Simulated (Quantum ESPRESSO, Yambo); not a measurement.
# SnO2 (Cassiterite): bands and cutoff in G0W0 with Yambo, part 2 of 2

What does each rung of G0W0 on SnO2 (Cassiterite) cost, and what does it buy?

Quantum ESPRESSO 7.5 and Yambo 5.3.0; PBE and many-body steps on it, plane waves. Known limits of the many-body steps: not at the basis limit; no spin-orbit coupling; coarse k mesh.

So far. Step 2 (Empty states on the mesh, 4×4×4 mesh, 247 bands): On this mesh the gap is 1.289 eV. Step 4 (60 bands, 68 eV): The gap on the mesh goes from 1.29 eV to 2.99 eV, a correction of +1.70 eV.

### 5. 121 bands, 122.5 eV

Level of this step: G0W0 on PBE, plane waves, norm-conserving pseudopotentials (Yambo).

gw2.in

```
HF_and_locXC
gw0
dyson
ppa
em1d
rim_cut
RandQpts= 1000000
RandGvec= 1 RL
EXXRLvcs= 84 Ry
VXCRLvcs= 336 Ry
Chimod= "HARTREE"
% BndsRnXp
 1 | 121 |
%
NGsBlkXp= 9 Ry
% LongDrXp
 1 | 1 | 1 |
%
% GbndRnge
 1 | 121 |
%
DysSolver= "n"
ExtendOut
PPAPntXp= 27.21138 eV
% QPkrange
 1 | 1 | 33 | 36 |
%
```

Command:

```bash
OMP_NUM_THREADS=1 mpirun -n 4 yambo -F gw2.in -J gw2 -C gw2 > gw2.log
```

What it wrote:

```text
 Yambo, version 5.3.0

 [02] CORE Variables Setup
 =========================

  [... cell, symmetries and grids as in the set-up ...]

  [02.05] Energies & Occupations
  ==============================

  [X] === General ===
  [X] Electronic Temperature                        :  0.000000  0.000000 [eV K]
  [X] Bosonic    Temperature                        :  0.000000  0.000000 [eV K]
  [X] Finite Temperature mode                       : no
  [X] El. density                                   :  0.95062E+24 [cm-3]
  [X] Fermi Level                                   :  11.24816 [eV]

  [X] === Gaps and Widths ===
  [X] Conduction Band Min                           :  1.288876 [eV]
  [X] Valence Band Max                              :  0.000000 [eV]
  [X] Filled Bands                                  :   34
  [X] Empty Bands                                   :   35  247
  [X] Direct Gap                                    :  1.288876 [eV]
  [X] Direct Gap localized at k                     :  1
  [X] Indirect Gap                                  :  1.288876 [eV]
  [X] Indirect Gap between kpts                     :  1  1
  [X] Last valence band width                       :  1.252527 [eV]
  [X] 1st conduction band width                     :  5.193998 [eV]

 [03] Transferred momenta grid and indexing
 ==========================================

 IBZ Q-points                                      :  21
 BZ  Q-points                                      :   64

 K/Q-points units:
 rlu = crystal or reduced units; cc = cartesian coordinates; iku = interal k-units

 Q [ 1]         [rlu]:  0.000000  0.000000  0.000000
 Q [ 2]         [rlu]:  0.000000  0.000000  0.250000
 Q [ 3]         [rlu]:  0.000000  0.000000 -0.500000
[...]
================================================

 [VXC] Plane waves :   50163
 [EXS] Plane waves :   6281

 QP @ state[ 1 ] K range:  1  1
 QP @ state[ 1 ] b range:   33   36

 [xc] Functional : Perdew, Burke & Ernzerhof(X)+Perdew, Burke & Ernzerhof(C)
 [xc] LIBXC used to calculate xc functional
  PP Number of Atomic Species                      :  2
  NLCC RL compoments                               :   50163
  PP Number of Atomic Species                      :  2
  NLCC RL compoments                               :   50163

 [xc] E_xc :  -50.05440 [Ha]
      E_xc :  -100.1088 [Ry]

  Local XC kind (lXC) : Perdew, Burke & Ernzerhof(X)+Perdew, Burke & Ernzerhof(C)
  Non-Local XC kind (nlXC) : Hartree-Fock

  Corrections @ K [1] :  [eV]
 <33|nlXC|33> = -25.49616 -0.37216E-17 <33|lXC|33> = -19.98046  0.94408E-16
 <34|nlXC|34> = -26.18291  0.10889E-16 <34|lXC|34> = -20.31378 -0.62041E-23
 <35|nlXC|35> = -12.63275  0.61482E-17 <35|lXC|35> = -16.49766  0.40569E-19
 <36|nlXC|36> = -10.66763  0.35746E-17 <36|lXC|36> = -16.29486  0.18884E-15

 [08] Dyson equation: Newton solver
 ==================================

  [08.01] G0W0 (W PPA)
  ====================

  [  GW  ] Bands range     :    1  121
  [GW/PPA] G damping       :  0.100000 [eV]

  QP @ state[ 1 ] K range:  1  1
  QP @ state[ 1 ] b range:   33   36

   Sc/G bands                                       :    1  121
   Sc/G damping                                     :  0.100000 ev
   Sc bands terminator                              : no
   Sx RL components                                 :   6281

   QP @ state[ 1 ] K range                          :  1  1
   QP @ state[ 1 ] b range                          :   33   36
   GF energies kind                                 : Perdew, Burke & Ernzerhof(X)+Perdew, Burke & Ernzerhof(C)
   GF WF`s kind                                     : Perdew, Burke & Ernzerhof(X)+Perdew, Burke & Ernzerhof(C)
   Xs energies kind                                 : Perdew, Burke & Ernzerhof(X)+Perdew, Burke & Ernzerhof(C)
   Xs WF`s kind                                     : Perdew, Burke & Ernzerhof(X)+Perdew, Burke & Ernzerhof(C)

 [11] Game Over & Game summary
```

It took 6.1 min on 4 MPI ranks of Arm Neoverse V1, shared host; peak memory 4 GiB; 24 min of CPU time.

This step gave:

- G0W0 gap on the points computed: 2.727 eV
- starting gap on the mesh: 1.289 eV
- k of the valence top: 0, 0, 0
- k of the conduction bottom: 0, 0, 0
- least direct G0W0 gap on the computed points: 2.727 eV
- Z at the valence top: 0.7874
- Z at the conduction bottom: 0.8407

Against G0W0 in Yambo (4×4×4 mesh, 60 bands, screening to 68 eV, Godby-Needs plasmon pole), the gap moves by −0.263 eV.

### 6. 247 bands, 190.5 eV

gw3.in

```
HF_and_locXC
gw0
dyson
ppa
em1d
rim_cut
RandQpts= 1000000
RandGvec= 1 RL
EXXRLvcs= 84 Ry
VXCRLvcs= 336 Ry
Chimod= "HARTREE"
% BndsRnXp
 1 | 247 |
%
NGsBlkXp= 14 Ry
% LongDrXp
 1 | 1 | 1 |
%
% GbndRnge
 1 | 247 |
%
DysSolver= "n"
ExtendOut
PPAPntXp= 27.21138 eV
% QPkrange
 1 | 1 | 33 | 36 |
%
```

Command:

```bash
OMP_NUM_THREADS=1 mpirun -n 4 yambo -F gw3.in -J gw3 -C gw3 > gw3.log
```

What it wrote:

```text
 Yambo, version 5.3.0

 [02] CORE Variables Setup
 =========================

  [... cell, symmetries and grids as in the set-up ...]

  [02.05] Energies & Occupations
  ==============================

  [X] === General ===
  [X] Electronic Temperature                        :  0.000000  0.000000 [eV K]
  [X] Bosonic    Temperature                        :  0.000000  0.000000 [eV K]
  [X] Finite Temperature mode                       : no
  [X] El. density                                   :  0.95062E+24 [cm-3]
[...]
Sx RL components                                 :   6281

   QP @ state[ 1 ] K range                          :  1  1
   QP @ state[ 1 ] b range                          :   33   36
   GF energies kind                                 : Perdew, Burke & Ernzerhof(X)+Perdew, Burke & Ernzerhof(C)
   GF WF`s kind                                     : Perdew, Burke & Ernzerhof(X)+Perdew, Burke & Ernzerhof(C)
   Xs energies kind                                 : Perdew, Burke & Ernzerhof(X)+Perdew, Burke & Ernzerhof(C)
   Xs WF`s kind                                     : Perdew, Burke & Ernzerhof(X)+Perdew, Burke & Ernzerhof(C)

 [11] Game Over & Game summary
```

Elapsed: 27 min, on 4 MPI ranks; peak memory 4 GiB.

Numbers from this step:

```
G0W0 gap on the points computed              : 2.752 eV
starting gap on the mesh                     : 1.289 eV
k of the valence top                         : 0, 0, 0
k of the conduction bottom                   : 0, 0, 0
least direct G0W0 gap on the computed points : 2.752 eV
```

Against G0W0 in Yambo (4×4×4 mesh, 121 bands, screening to 122.5 eV, Godby-Needs plasmon pole), the gap moves by +0.026 eV.

### 7. The runs together

Times are wall times on 4 MPI ranks of Arm Neoverse V1, shared host, good to a factor of about two.

| run | mesh | bands | screening cutoff (eV) | DFT gap (eV) | gap on the mesh (eV) | direct (eV) | time |
| --- | --- | --- | --- | --- | --- | --- | --- |
| 60 bands, 68 eV | 4×4×4 | 60 | 68 | 1.289 | 2.990 | 2.990 | 90 s |
| 121 bands, 122.5 eV | 4×4×4 | 121 | 122.5 | 1.289 | 2.727 | 2.727 | 6.1 min |
| 247 bands, 190.5 eV | 4×4×4 | 247 | 190.5 | 1.289 | 2.752 | 2.752 | 27 min |

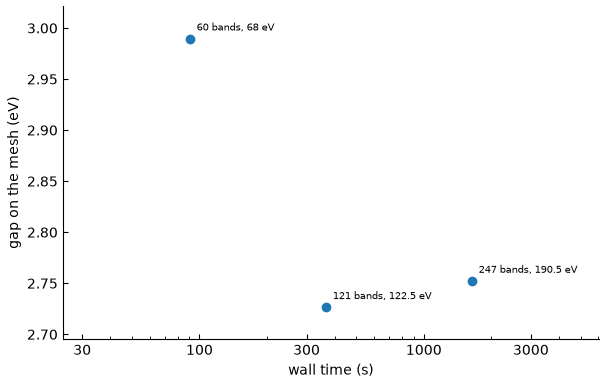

Result against wall time.

### 8. Summary of results

```
60 bands, 68 eV     : 2.990 eV
121 bands, 122.5 eV : 2.727 eV
247 bands, 190.5 eV : 2.752 eV
known limits        : not at the basis limit; no spin-orbit coupling; coarse k mesh
```

What this shows: From the first rung to the last the gap moves by −0.24 eV for 18 times the time. The gap turns back along the series, so no limit is drawn from it. In the G0W0 runs levels were corrected at 1 k point alone, so a gap called «on the mesh» is the least over those, and an edge elsewhere would be missed. The 4×4×4 mesh is coarse for this cell, which bears on the long-range parts of exchange and screening. The many-body steps are scalar-relativistic: spin-orbit coupling is not in them.

[Paths, hosts, dates, memory and timing lines, banners, echoed tables and standing remarks are left out of the program output.]

[Logs are printed without paths, hosts, clocks, repeated set-up lines and the standing remarks that a program may print on its own settings, such as how far it seeks lower states.]

[Runs of the session that timed out or met a known fault of the program may be left out.]

[Hosts, paths, dates, database ids (printed as entryN), source tags and the programs' standing remarks are cut or masked in the printed files.]
